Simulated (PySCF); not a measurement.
CH₄F₂O₂Si: geometry relaxation

- system: CH₄F₂O₂Si
- method: PBE0-D3(BJ)/def2-SVP geometry optimisation, gas phase (PySCF 2.14.0)

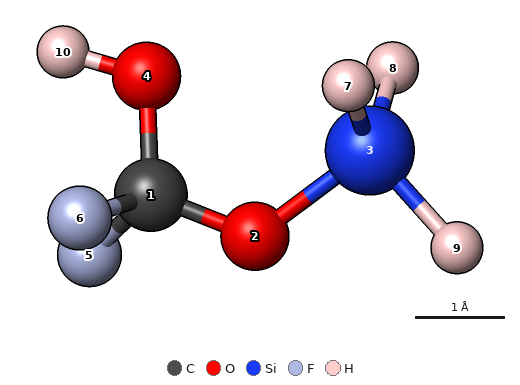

Figure 1. The starting structure (ball-and-stick view, seen at a tilt; atoms are numbered from 1 in the order of the input).

### Key numbers

```json
{"quantity": "outcome", "value": "converged"}
{"quantity": "total energy", "value": "−679.290538 hartree"}
{"quantity": "dipole moment", "value": "2.06 D"}
{"quantity": "point group", "value": "C1"}
{"quantity": "hardware", "value": "1 CPU thread, shared host"}
{"quantity": "wall time", "value": "45 s"}
{"quantity": "peak memory", "value": "0.56 GiB"}
```

### Input
```
{"job": {"xc": "PBE0", "basis": "def2-SVP", "d3": "d3bj", "grid": 2, "kind": "geom", "shake": 0.01}, "charge": 0, "multiplicity": 1}
C     -1.042627     0.091180     0.093873
O     -0.120957    -0.462713     0.770877
Si     1.468008    -0.380185     0.329337
O     -0.688284     0.416668    -1.176660
F     -2.189196    -0.666285     0.083119
F     -1.497643     1.267285     0.716801
H      1.891493     1.024543     0.257413
H      1.686792    -1.045189    -0.949053
H      1.996649    -1.091952     1.512360
H     -1.462683     0.821064    -1.636593
```

The first line tells a small driver script what to run in PySCF; the rest is the geometry in Å.

Launch command:
```bash
OMP_NUM_THREADS=1 python <driver script> task.json out
```

### Log
```
step   0  E = -679.27937768  max force = 0.082250
step   1  E = -679.28930204  max force = 0.020975
step   2  E = -679.29026794  max force = 0.005811
step   3  E = -679.29050355  max force = 0.002903
step   4  E = -679.29053087  max force = 0.000646
step   5  E = -679.29053830  max force = 0.000343
optimisation converged
```

### Trajectory as extended XYZ (Å, eV, eV/Å), 6 frames, from step=0 to step=5
```
10
Properties=species:S:1:pos:R:3:forces:R:3 step=0 energy=-18484.13336
C    -1.0426    0.0912    0.0939   -4.2295   2.3032  -0.7866
O    -0.1210   -0.4627    0.7709    0.2007  -0.9545   1.0025
Si    1.4680   -0.3802    0.3293    1.3812  -0.1167   0.4624
O    -0.6883    0.4167   -1.1767   -0.5031   0.0233  -0.3280
F    -2.1892   -0.6663    0.0831    0.7967   0.0091  -0.1191
F    -1.4976    1.2673    0.7168    0.6253  -0.7671  -0.3162
H     1.8915    1.0245    0.2574    0.1763   0.3309   0.0107
H     1.6868   -1.0452   -0.9490    0.1838  -0.3597  -0.4158
H     1.9967   -1.0919    1.5124    0.5281  -0.0594  -0.0956
H    -1.4627    0.8211   -1.6366    0.8404  -0.4091   0.5857
10
Properties=species:S:1:pos:R:3:forces:R:3 step=1 energy=-18484.40342
C    -1.1712    0.1370    0.0876    1.0786  -1.0372  -0.4798
O    -0.1555   -0.4274    0.7546    0.3881   0.0117   0.2555
Si    1.5091   -0.3737    0.3636   -0.5399   0.0166   0.0255
O    -0.7444    0.4581   -1.1658    0.0465   0.0447   0.1686
F    -2.1866   -0.7408    0.0250   -0.3107   0.1030   0.0150
F    -1.6249    1.2050    0.7287   -0.3999   0.6225   0.3124
H     1.9475    1.0460    0.2778    0.0476  -0.0111  -0.0332
H     1.7556   -1.1082   -0.9049    0.0434   0.0253  -0.0310
H     2.1826   -1.0689    1.4909   -0.0595   0.0258   0.0257
H    -1.4691    0.8467   -1.6568   -0.2941   0.1987  -0.2587
10
Properties=species:S:1:pos:R:3:forces:R:3 step=2 energy=-18484.42970
C    -1.1515    0.1136    0.0780    0.0792  -0.0437  -0.1733
O    -0.1425   -0.4454    0.7597   -0.1579   0.0580  -0.2642
Si    1.5081   -0.3795    0.3628   -0.0855   0.0006   0.0170
O    -0.7553    0.4806   -1.1741    0.0888  -0.1832   0.1611
F    -2.1958   -0.7348    0.0139    0.1095  -0.1135  -0.0250
F    -1.6220    1.1872    0.7351   -0.0624   0.2988   0.2107
H     1.9466    1.0384    0.2455    0.0065  -0.0098  -0.0270
H     1.7780   -1.1358   -0.8894   -0.0012   0.0202  -0.0155
H     2.1702   -1.0406    1.5156   -0.0063   0.0054   0.0104
H    -1.4928    0.8900   -1.6464    0.0294  -0.0328   0.1057
10
Properties=species:S:1:pos:R:3:forces:R:3 step=3 energy=-18484.43611
C    -1.1502    0.1144    0.0839    0.0616  -0.0226  -0.0116
O    -0.1482   -0.4486    0.7646   -0.1493   0.0413  -0.0157
Si    1.4954   -0.3796    0.3563    0.0557   0.0007   0.0020
O    -0.7323    0.4738   -1.1588   -0.1111   0.0263   0.0230
F    -2.1886   -0.7407    0.0043    0.0456   0.0627   0.0337
F    -1.6260    1.1967    0.7449    0.0237  -0.0964  -0.0524
H     1.9334    1.0370    0.2256    0.0021  -0.0029  -0.0111
H     1.7612   -1.1366   -0.8967   -0.0036   0.0046   0.0005
H     2.1626   -1.0327    1.5106    0.0080  -0.0003   0.0022
H    -1.4644    0.8901   -1.6340    0.0672  -0.0133   0.0294
10
Properties=species:S:1:pos:R:3:forces:R:3 step=4 energy=-18484.43685
C    -1.1501    0.1132    0.0826    0.0332  -0.0080   0.0260
O    -0.1501   -0.4494    0.7637   -0.0242  -0.0037  -0.0043
Si    1.4951   -0.3811    0.3563    0.0240   0.0018   0.0022
O    -0.7334    0.4759   -1.1581   -0.0251  -0.0147   0.0010
F    -2.1881   -0.7403    0.0051   -0.0040  -0.0026  -0.0077
F    -1.6259    1.1922    0.7450   -0.0085   0.0114  -0.0073
H     1.9323    1.0349    0.2174    0.0010  -0.0010  -0.0045
H     1.7601   -1.1420   -0.8942   -0.0019  -0.0016  -0.0008
H     2.1648   -1.0287    1.5127   -0.0011   0.0019  -0.0009
H    -1.4617    0.8990   -1.6300    0.0066   0.0166  -0.0037
10
Properties=species:S:1:pos:R:3:forces:R:3 step=5 energy=-18484.43706
C    -1.1502    0.1125    0.0834    0.0020   0.0081   0.0070
O    -0.1505   -0.4506    0.7637    0.0026  -0.0057   0.0001
Si    1.4954   -0.3829    0.3554    0.0054   0.0040  -0.0020
O    -0.7349    0.4764   -1.1570    0.0170  -0.0168  -0.0177
F    -2.1884   -0.7404    0.0050   -0.0107  -0.0144   0.0032
F    -1.6263    1.1916    0.7456   -0.0062   0.0123   0.0082
H     1.9321    1.0326    0.2097   -0.0002  -0.0007  -0.0009
H     1.7592   -1.1480   -0.8927   -0.0017  -0.0034   0.0003
H     2.1663   -1.0256    1.5137   -0.0024   0.0011  -0.0002
H    -1.4596    0.9082   -1.6261   -0.0058   0.0157   0.0019
```

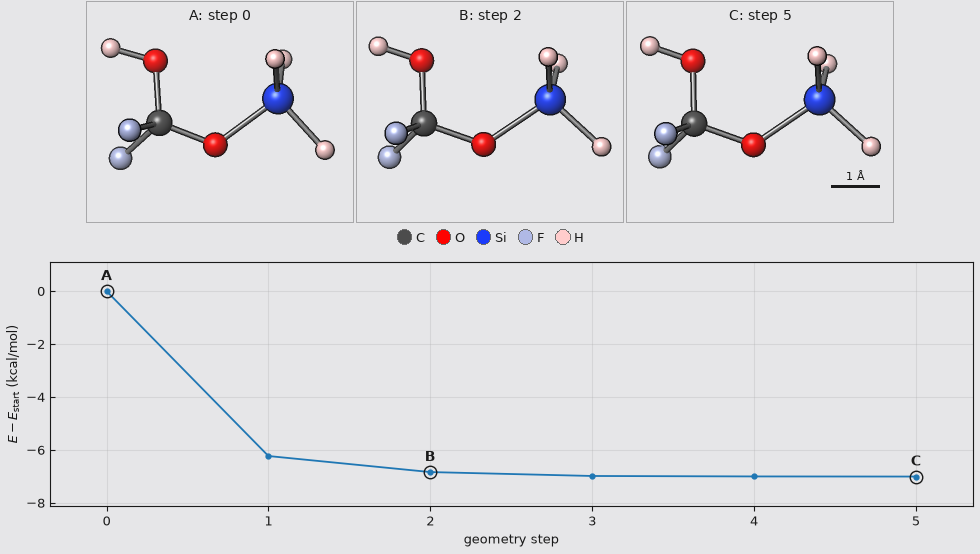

Figure 2. Frames of the relaxation (ball-and-stick view, seen at a tilt) above the curves, on which the letters mark them (steps are counted from 0).

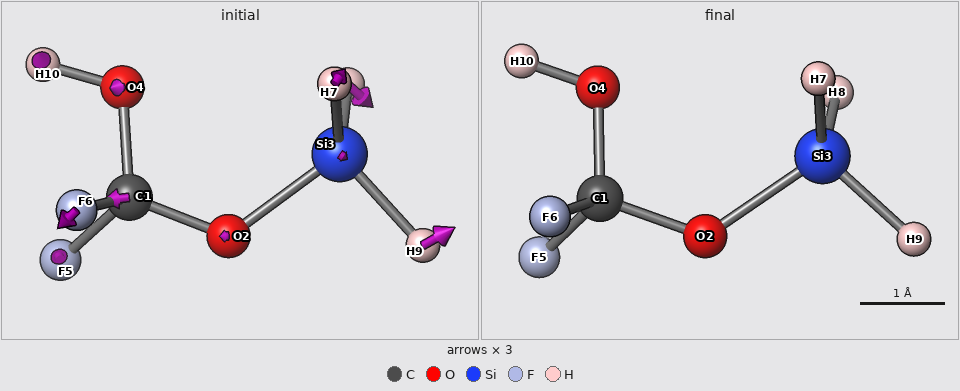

Figure 3. Before (left) and after (right) the relaxation, at one scale (ball-and-stick view, seen at a tilt). The pink arrows give the displacements, magnified 3 times. The energy falls by 7.00 kcal/mol in 5 geometry steps. Largest force component: 4.2 eV/Å at the start, 0.018 eV/Å at the end. The largest moves after the best rigid fit, 0.16 Å, are those of H8 and H9. By element the largest moves are H 0.16 Å, F 0.12 Å, C 0.11 Å, O 0.08 Å, Si 0.04 Å. Among the contacts that change: C1–O2 1.271 → 1.334 Å, C1–F6 1.407 → 1.353 Å, O2–Si3 1.651 → 1.697 Å, Si3–H8 1.458 → 1.488 Å. Among the angles that change: O2–Si3–H9 96.1° → 103.5°, H8–Si3–H9 115.4° → 110.6°, F5–C1–F6 101.2° → 105.2°. (Atoms are counted from 1 in the order of the input.)
